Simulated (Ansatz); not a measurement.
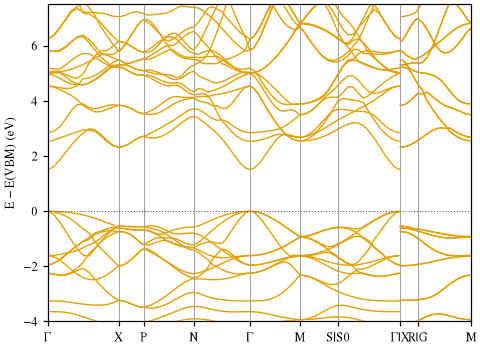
*Band structure from LDA (plane waves, PAW; program Ansatz)*

Read off the gap and where the band edges lie.

About 1.5 eV (1.51 eV by a search for the band edges); maximum at Γ, minimum at Γ.

The material is MgCdTe2 (chalcopyrite, I-42d).

The workflow started from a Materials Project entry (that database holds measured and hypothetical structures alike); the Crystallography Open Database copy checked does not list it. Its standing as an ambient phase is unchecked. Symmetry was held in the LDA relaxation; of distortions, only those at the zone centre were tested. Spin–orbit coupling is left out wherever it is not named.

Potentials: the later of the program's two PAW sets.
